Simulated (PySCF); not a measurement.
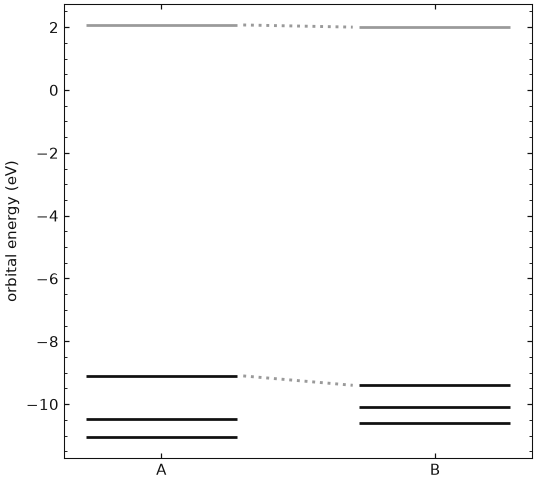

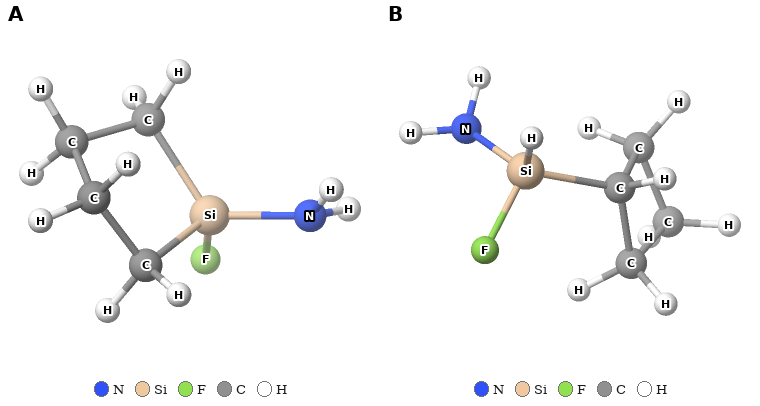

Related molecules: A is C₄H₁₀FNSi, SMILES N[Si]1(F)CCCC1; B is C₄H₁₀FNSi, SMILES N[Si@@H](F)C1CCC1. Frontier orbital energies, ωB97X-D/def2-SVPD in PySCF 2.14.0, at a GFN2-xTB geometry (no frequency check); drawn are at most three filled levels and, in grey, the LUMO with any level within 0.03 eV of it; dotted lines join the HOMOs and the LUMOs.

What does the change do to the frontier levels?

Answer. From A to B the HOMO falls by 0.30 eV and the LUMO falls by 0.07 eV, so the separation goes from 11.17 to 11.40 eV.

Caveats, for all or some of the runs: empty levels above zero depend strongly on the basis; one conformer of a flexible molecule; the tight-binding geometry is rougher than a DFT one and adds to the error.
